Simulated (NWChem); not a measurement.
# C4H6S (2,3-dihydrothiophene): TPSSh/6-31G(d) (spherical functions)

Aim: the electronic atomisation energy of C4H6S (2,3-dihydrothiophene) at TPSSh/6-31G* (spherical functions), from 4 runs. 

The calculation is run with NWChem 7.3.0.

4 further runs of the same task are left out: 1 that didn't finish, 3 set aside as unsound or not needed.

**1. Starting point**

C4H6S: 11 atoms, total charge 0, spin state singlet. SMILES: `C1=CSCC1`. Geometry: relaxed at PBE0-D4/def2-TZVP. This is one conformer, not always the lowest.

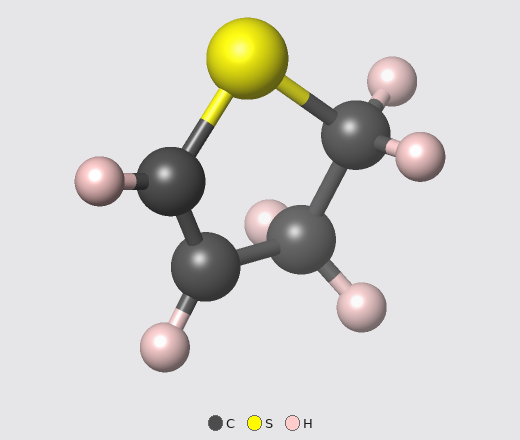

Viewed from a chosen angle; carbon dark grey, sulfur yellow, hydrogen pink.

**2. A single-point energy at TPSSh/6-31G(d) (spherical functions) (run 1)**

The input, c4h6s.nw:

```
start c4h6s
memory 2200 mb
geometry units angstroms noautosym nocenter noautoz
 C     0.280500    1.058200   -0.374100
 C     1.266700    0.759000    0.465700
 S     1.220700   -0.865500    1.112000
 C    -0.478300   -1.076400    0.485100
 C    -0.649000   -0.083500   -0.663200
 H     0.197200    2.015800   -0.873100
 H     2.082600    1.409500    0.751800
 H    -0.623300   -2.113100    0.183800
 H    -1.164400   -0.846900    1.303500
 H    -0.374400   -0.543900   -1.622300
 H    -1.692700    0.229900   -0.748800
end
basis spherical bse
 * library 6-31G*
end
dft
 xc xctpssh
 grid coarse
 convergence energy 1e-08
 maxiter 100
 mulliken
 print low
end
task dft energy
```

Launch:

```sh
nwchem c4h6s.nw > c4h6s.out
```

Output:

```text
[...]
 d= 0,ls=0.0,diis     1   -554.1713994781 -7.72D+02  7.72D-03  3.28D-01     1.6
[...]
 d= 0,ls=0.0,diis    10   -554.2165079780 -3.18D-09  4.17D-07  1.71D-09    11.5
         Total DFT energy =     -554.216507978007
      One electron energy =    -1192.081791722128
           Coulomb energy =      469.449315382544
    Exchange-Corr. energy =      -49.746043147024
 Nuclear repulsion energy =      218.162011508602
[...]
      Total Density - Mulliken Population Analysis
     ---------------------------------------------
    Atom       Charge   Shell Charges
 -----------   ------   -------------------------------------------------------
    1 C    6     6.11   2.00  0.68  2.05  0.51  0.84  0.04
    2 C    6     6.33   2.00  0.69  2.02  0.60  0.99  0.04
    3 S   16    15.85   2.00  2.00  5.97  1.34  3.03  0.49  0.95  0.07
    4 C    6     6.47   2.00  0.67  2.05  0.69  1.03  0.04
    5 C    6     6.33   2.00  0.67  2.10  0.62  0.92  0.04
    6 H    1     0.84   0.53  0.31
    7 H    1     0.81   0.53  0.28
    8 H    1     0.80   0.53  0.27
    9 H    1     0.80   0.53  0.27
   10 H    1     0.82   0.53  0.29
[...]
```

Run time: 12 s. Hardware: 1 thread of AMD EPYC 9R45 (Zen 5), shared host; peak memory 0.11 GiB.

**3. The C atom, same level (run 2)**

The input, job.nw:

```
start job
title "C energy"
memory stack 880 mb heap 220 mb global 1100 mb

geometry noautosym nocenter noautoz
C     0.000000    0.000000    0.000000
end

basis spherical bse
* library 6-31G*
end

dft
xc xctpssh
mult 3
grid coarse
convergence energy 1e-08
iterations 100
mulliken
noprint "final vectors analysis"
end

task dft
```

Launch:

```sh
nwchem job.nw > job.out
```

Output:

```text
[...]
          Wavefunction type:  spin polarized.
          No. of atoms     :     1
          No. of electrons :     6
[...]
          Charge           :     0
          Spin multiplicity:     3
[...]
          AO basis - number of functions:    14
[...]
              XC Information
              --------------
                  TPSS hybrid Method XC Functional
                     Hartree-Fock (Exact) Exchange  0.100
                  TPSS metaGGA Exchange Functional  0.900
             TPSS03 metaGGA Correlation Functional  1.000
[...]
 d= 0,ls=0.0,diis     1    -37.8214808009 -3.78D+01  2.55D-02  5.17D-02     0.0
[...]
 d= 0,ls=0.0,diis     6    -37.8490434918 -7.96D-11  1.20D-07  2.35D-13     0.1
[...]
         Total DFT energy =      -37.849043491829
      One electron energy =      -50.500766463917
           Coulomb energy =       17.905855023539
    Exchange-Corr. energy =       -5.254132051451
 Nuclear repulsion energy =        0.000000000000
[...]
      Total Density - Mulliken Population Analysis
     ---------------------------------------------
    Atom       Charge   Shell Charges
 -----------   ------   -------------------------------------------------------
    1 C    6     6.00   2.00  0.87  1.21  1.13  0.79  0.00
     --------------------------------------------
      Spin Density - Mulliken Population Analysis
     --------------------------------------------
    Atom       Charge   Shell Charges
 -----------   ------   -------------------------------------------------------
    1 C    6     2.00  -0.00  0.06  1.21 -0.06  0.79 -0.00
[...]
      <S2> =      2.0025 (Exact =     2.0000)
[...]
```

Run time: 0.6 s. Hardware: 1 thread of AMD EPYC 9R45 (Zen 5), shared host; peak memory 0.1 GiB.

Run 3 isn't shown in full; the table further down has it.

**4. The S atom (run 4)**

The input, m1.nw:

```
START m1
TITLE "S energy"
memory stack 880 mb heap 220 mb global 1100 mb
GEOMETRY units angstroms noautosym nocenter noautoz
 S     0.000000    0.000000    0.000000
END
BASIS spherical bse
 * library 6-31G*
END
DFT
 xc xctpssh
 mult 3
 grid coarse
 convergence energy 1e-08
 iterations 100
 mulliken
 print low
END
TASK dft
```

Run the same way, it converges to -398.10115 Eh (log not shown).

**5. All runs side by side**

| run | level | partner | energy (Eh) | wall time |
| --- | --- | --- | --- | --- |
| 1 | TPSSh/6-31G* (spherical functions) | base | -554.216508 | 12 s |
| 2 | UTPSSh/6-31G* (spherical functions) | atoms | -37.849043 | 0.6 s |
| 3 | UTPSSh/6-31G* (spherical functions) | atoms | -0.497891 | 0.54 s |
| 4 | UTPSSh/6-31G* (spherical functions) | atoms | -398.101146 | 0.78 s |

**6. Summary of results**

Level: TPSSh/6-31G* (spherical functions).

| quantity | value |
| --- | --- |
| S atom: total energy | -398.10115 Eh |
| S atom: ⟨S²⟩ | 2.003 |
| electronic atomisation energy | 47.126 eV |

Taking the molecule apart into free atoms costs 47.13 eV (4547 kJ/mol), before zero-point energy and without spin-orbit coupling. All runs together took 14 s, the longest 12 s.
